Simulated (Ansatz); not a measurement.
## Ligand exchange: NaBr + GeH2(CH3)(SH) → NaSH + GeH2(CH3)Br

Species: NaBr, singlet; GeH2(CH3)(SH), singlet; NaSH `[Na][SH]`, singlet; GeH2(CH3)Br, singlet. The partners trade Br for SH: Na–Br and Ge–SH bonds give way to Na–SH and Ge–Br.

Shapes, held fixed at every level: PBE0-D4/def2-TZVP. Flexible molecules stand in one conformer, not always the lowest. Programs: Ansatz 0.2.0. The zero-point and thermal change to 298 K, harmonic and unscaled (PBE0-D4/def2-TZVP), is -2.9 kJ/mol.

| level | kind | ΔH(298 K) (kJ/mol) | less CCSD(T)/def2-TZVPP |
| --- | --- | --- | --- |
| PBE-D4/def2-TZVPP | GGA | +52.1 | -5.6 |
| B3LYP-D4/def2-TZVPP | global hybrid | +55.8 | -1.9 |
| BHLYP-D4/def2-TZVPP | global hybrid | +60.8 | +3.1 |
| MP2/def2-SVP | perturbation theory | +69.1 | +11.4 |
| MP2/def2-TZVPP | perturbation theory | +57.8 | +0.1 |
| CCSD/def2-SVP | coupled cluster or CI | +69.3 | +11.6 |
| CCSD/def2-TZVPP | coupled cluster or CI | +58.7 | +1.0 |
| CCSD(T)/def2-TZVPP | coupled cluster or CI | +57.7 | 0.0 |

The highest level, CCSD(T)/def2-TZVPP, gives ΔH(298 K) = +57.7 kJ/mol; the levels span +52.1 to +69.3. The column of differences is taken from that level and isn't an error. No measured value is set beside it here. Relativity is left out for Br, Ge. Outer-core shells of Br, Ge, Na are correlated, in sets that cover them unevenly.

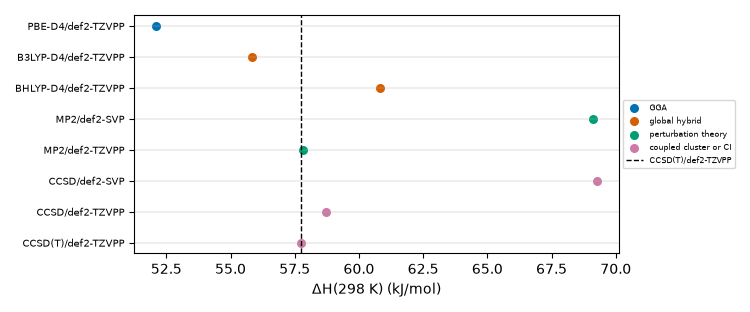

The values of the table, level by level.
